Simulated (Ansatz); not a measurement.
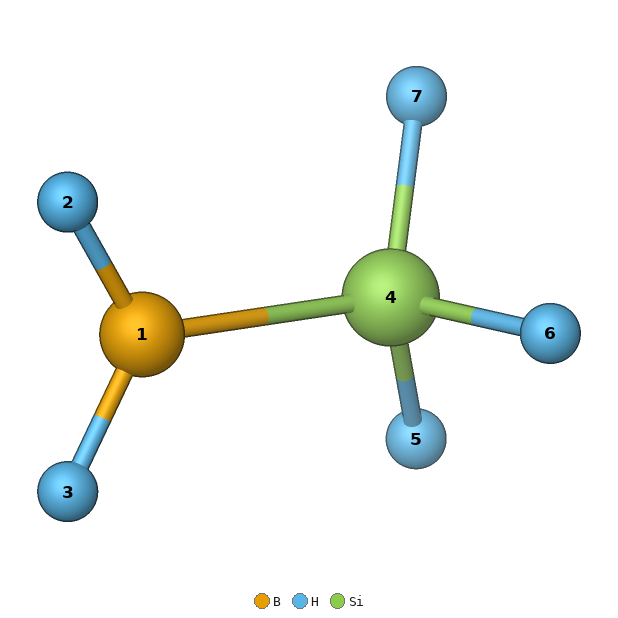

The atoms are numbered. The computed structure is the end point of a PBE0-D4/def2-TZVP optimisation.

Which atoms are bonded, and how long are the bonds?

```json
{"bond": "B1–H2", "length (Å)": "1.196"}
{"bond": "B1–H3", "length (Å)": "1.196"}
{"bond": "B1–Si4", "length (Å)": "2.008"}
{"bond": "Si4–H5", "length (Å)": "1.488"}
{"bond": "Si4–H6", "length (Å)": "1.496"}
{"bond": "Si4–H7", "length (Å)": "1.488"}
```
